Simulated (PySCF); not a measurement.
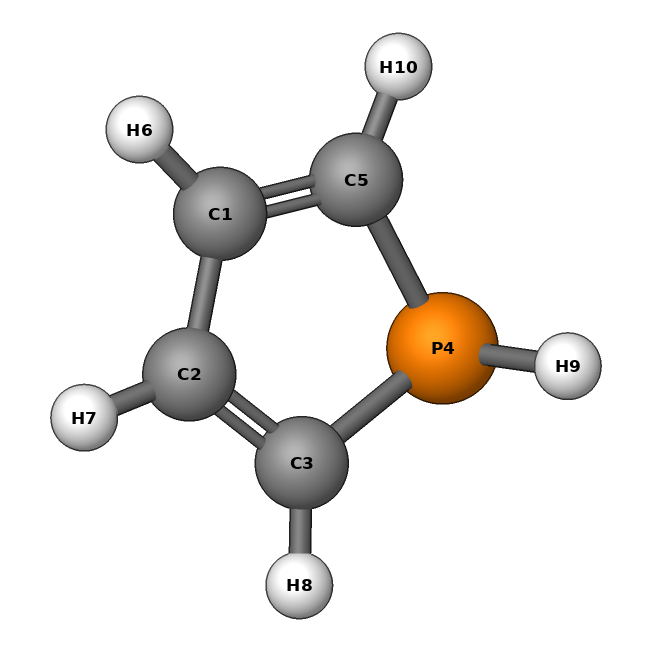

The questions are on isotropic NMR shieldings of the C atoms. The computed structure is the end point of a PBE0-D3(BJ)/def2-TZVP optimisation. No frequency run is at hand to confirm it as a minimum. Properties computed with GIAO ωB97X-D/pcSseg-2 NMR shielding, non-relativistic, IEF-PCM chloroform (PySCF 2.14.0).

Give the isotropic NMR shieldings of the C atoms atom by atom.

| atom | σ (ppm) |
| --- | --- |
| C1 | 33.2 |
| C2 | 33.3 |
| C3 | 40.3 |
| C5 | 40.5 |
